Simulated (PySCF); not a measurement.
# C₅H₄F₂N₂O (SMILES FC(F)Oc1ccnnc1): what the fields show

| atom | x (Å) | y (Å) | z (Å) |
| --- | --- | --- | --- |
| F | 2.8148 | -0.4935 | 0.1388 |
| C | 2.1912 | 0.5002 | -0.5376 |
| F | 3.0626 | 1.5093 | -0.6189 |
| O | 1.1036 | 0.9583 | 0.1285 |
| C | -0.0433 | 0.2017 | 0.1429 |
| C | -1.1942 | 0.7933 | 0.6439 |
| C | -2.3448 | 0.0140 | 0.6427 |
| N | -2.3693 | -1.2265 | 0.1910 |
| N | -1.2905 | -1.7780 | -0.2593 |
| C | -0.1466 | -1.1228 | -0.2928 |
| H | 1.9810 | 0.1280 | -1.5591 |
| H | -1.1762 | 1.8069 | 1.0089 |
| H | -3.2845 | 0.3973 | 1.0125 |
| H | 0.6955 | -1.6887 | -0.6636 |

Geometry: GFN2-xTB, NEB image 0 of 0 to 8.

Level of theory: PySCF, PBE0/pcSseg-1, SCF density, gas phase, non-relativistic.

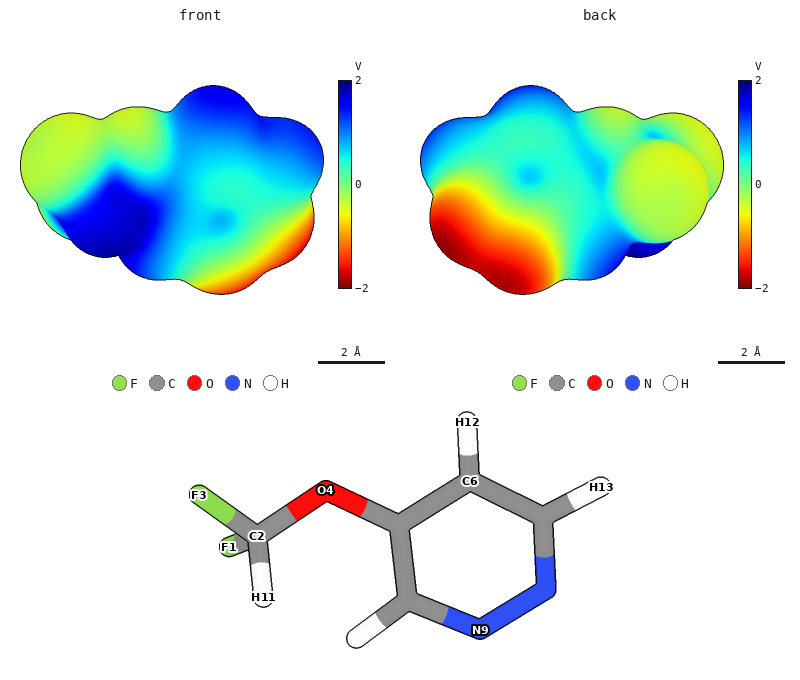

Figure 1. The electrostatic potential painted on the density surface at 0.002 e/bohr³, seen from the front and from behind; red is negative and blue positive. The bare structure is drawn below in the same view.

Question: Where is the surface potential most negative and most positive?

Answer: The most negative region (about −1.9 V, or −44 kcal/mol for a unit charge) lies over N8, the most positive (about +1.8 V, or +42 kcal/mol for a unit charge) over H11 and H14. N8 is the likeliest acceptor of a hydrogen bond.

Question: What dipole moment does the calculation give?

Answer: Its dipole moment is 2.57 D.

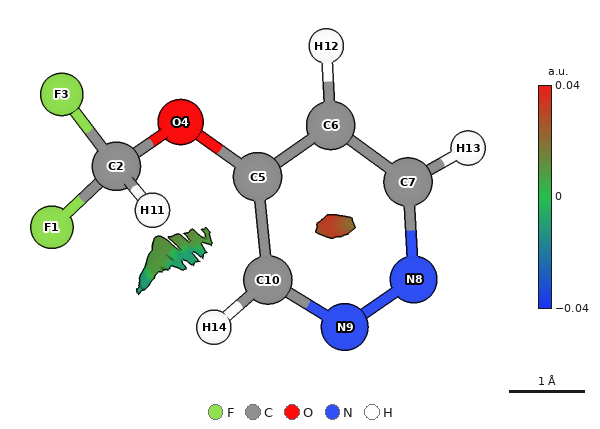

Figure 2. Non-covalent interaction (NCI) plot: the surface where the reduced density gradient is 0.5, for densities under 0.05 a.u., coloured by sign(λ₂)ρ; seen at a tilt.

Question: Identify the weak interactions.

Answer: Near H14, C2 and H11: mostly steric crowding (olive to red); inside the ring or cage of C5, C6, C7, N8, N9 and C10: steric crowding (red).

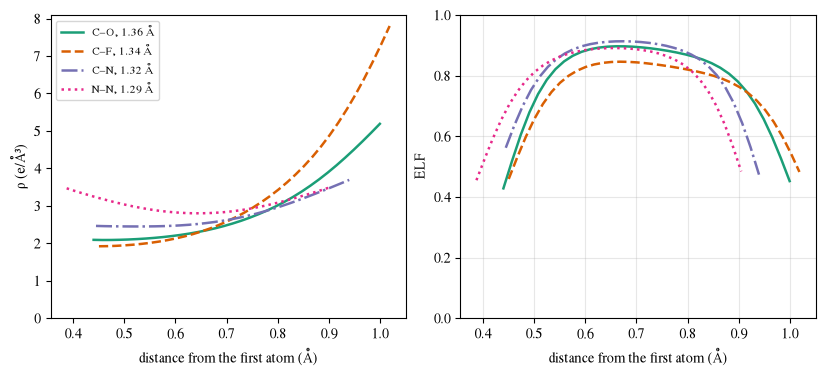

Figure 3. Total electron density and electron localisation function along straight lines between neighbouring atoms. The curves leave out the atomic cores.

Question: What kind of bonding do the profiles show?

Answer: C–O (1.36 Å): ρ is about 2.4 e/Å³ halfway, with its minimum of 2.1 e/Å³ about 0.5 Å from C; the ELF peaks at about 0.90 between the atoms: a shared but strongly polarised pair.
C–F (1.34 Å): the density is about 2.4 e/Å³ at the midpoint; the ELF peaks at about 0.85 between the atoms (a shared but strongly polarised pair).
C–N (1.32 Å): ρ at the midpoint is about 2.5 e/Å³; the ELF peaks at about 0.90 between the atoms (a covalent bond).
N–N (1.29 Å): the density is about 2.8 e/Å³ at the midpoint; the ELF peaks at about 0.90 between the atoms (a covalent bond).
